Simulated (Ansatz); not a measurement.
# SiHF (SMILES F[SiH]): B3LYP/6-31G(d) (spherical functions)

Aim: the vertical electron affinity of SiHF at B3LYP/6-31G* (spherical functions), from 2 runs. 

The calculation is run with Ansatz 0.2.0.

58 further runs of the same task are left out: 58 set aside as unsound or not needed.

**1. The structure to begin with**

SiHF: 3 atoms, total charge 0, spin state singlet. As SMILES, `F[SiH]`. Geometry: relaxed at PBE0-D4/def2-TZVP.

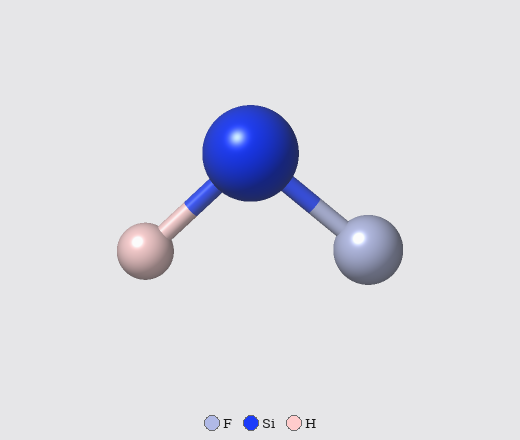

Viewed from a chosen angle; fluorine light blue, silicon blue, hydrogen pink.

**2. A single-point energy at B3LYP/6-31G(d) (spherical functions)**

input.yaml

```yaml
crystal:
  periodic: [false, false, false]
  atoms:
    - symbol: F
      position_ang: [-1.090200, 0.024400, -0.602300]
    - symbol: Si
      position_ang: [0.186800, 0.629400, 0.173800]
    - symbol: H
      position_ang: [0.892400, -0.718600, 0.415300]
basis:
  gaussian: {orbitals: 6-31G_st_-spherical.json}
hamiltonian: {xc: {name: B3LYP}}
accuracy: high
output: {orbitals: {seedname: orbitals}}
```

The basis set 6-31G* is read from a file made from the Basis Set Exchange's data (not shown).

The run is started by

```bash
ansatz run input.yaml --threads 1 --pin off --max-ram 3480MiB --events-out events.jsonl --progress --plain --runs-dir runs
```

The log of the run:

```text
Warning: RAYON_NUM_THREADS=1 ignored (pool sized by the plan → 1); use --threads N
Functional definition: B3LYP
  name "B3LYP"
  parameter a0 = 0.2
  parameter ax = 0.72
  parameter ac = 0.81
  exchange = (1 - a0 - ax)*slater_x + ax*b88_x + a0*exact_x
  correlation = (1 - ac)*vwn_rpa_c + ac*lyp_c
628 factors; integrals over basis functions are off by at most 3.7e-9 eV
mean field evaluation 1: about -10608.8028 eV, gradient 3.1e1 eV
mean field evaluation 2: about -10604.4488 eV, gradient 6.1e1 eV
mean field evaluation 4: about -10610.3222 eV, gradient 6.7e-1 eV
mean field evaluation 8: about -10610.3217 eV, gradient 4.3e-3 eV
mean field evaluation 16: about -10610.3217 eV, gradient 1.4e-7 eV
mean field -10610.32172587 eV, -389.9221314912 hartree, gradient 2.8e-8 eV, S^2 0.000000; 0 other end points of the search recorded, 0 dependent functions left out
reference -10610.32175348 eV, -389.9221325061 hartree; 12, 12 occupied and 22, 22 virtual orbitals, 628 factors
Total energy: -10610.32175348 eV, -389.9221325061 hartree
```

It took 1.2 s on 1 thread of Arm Neoverse V1, shared host.

**3. The doublet anion at the same level**

in.yaml

```yaml
crystal:
  periodic: [false, false, false]
  atoms:
    - {symbol: F, position_ang: [-1.090200, 0.024400, -0.602300]}
    - {symbol: Si, position_ang: [0.186800, 0.629400, 0.173800]}
    - {symbol: H, position_ang: [0.892400, -0.718600, 0.415300]}
basis:
  gaussian:
    orbitals: 6-31G_st_-spherical.json
total_charge: -1
magnetization:
  spin_polarized: true
  initial_magnetization: 1
hamiltonian:
  xc: {name: B3LYP}
accuracy: high
output: {orbitals: {seedname: orbitals}}
```

The basis set 6-31G* is read from a file made from the Basis Set Exchange's data (not shown).

The run is started by

```bash
ansatz run in.yaml --threads 1 --pin off --max-ram 3480MiB --events-out events.jsonl --progress --plain --runs-dir runs
```

The log of the run:

```text
Warning: RAYON_NUM_THREADS=1 ignored (pool sized by the plan → 1); use --threads N
[... 7 set-up lines as earlier in the session ...]
628 factors; integrals over basis functions are off by at most 3.7e-9 eV
mean field evaluation 1: about -10603.1296 eV, gradient 4.3e1 eV
mean field evaluation 2: about -10598.6087 eV, gradient 6.1e1 eV
mean field evaluation 4: about -10610.4040 eV, gradient 5.4e-1 eV
mean field evaluation 8: about -10610.4646 eV, gradient 6.0e-2 eV
mean field evaluation 16: about -10610.4646 eV, gradient 3.6e-5 eV
mean field -10610.46461425 eV, -389.9273825423 hartree, gradient 3.5e-8 eV, S^2 0.753160; 0 other end points of the search recorded, 0 dependent functions left out
reference -10610.46464313 eV, -389.9273836039 hartree; 13, 12 occupied and 21, 22 virtual orbitals, 628 factors
Total energy: -10610.46464313 eV, -389.9273836039 hartree
```

Run time: 2.7 s. Hardware: 1 thread of Arm Neoverse V1, shared host; peak memory 0.12 GiB.

**4. What came out**

Level: B3LYP/6-31G* (spherical functions).

| quantity | value |
| --- | --- |
| singlet SiHF: total energy | -389.92213 Eh |
| singlet SiHF: HOMO energy | -6.61 eV |
| singlet SiHF: LUMO energy | -2.65 eV |
| singlet SiHF: HOMO–LUMO gap | 3.96 eV |
| doublet anion: total energy | -389.92738 Eh |
| doublet anion: HOMO energy (highest over α and β) | 2.40 eV |
| doublet anion: LUMO energy (lowest over α and β) | 4.91 eV |
| doublet anion: ⟨S²⟩ | 0.753 |
| vertical electron affinity (to the doublet anion) | 0.143 eV |

In words: At fixed nuclei the extra electron is bound by 0.14 eV (13.8 kJ/mol). The basis has no diffuse functions, so the error can be as large as this value. The HOMO (doublet anion) lies at positive energy, 2.40 eV; only total energies tell whether the electron is bound.

The anion's highest level is positive in at least one run, so there the basis alone may hold the extra electron.
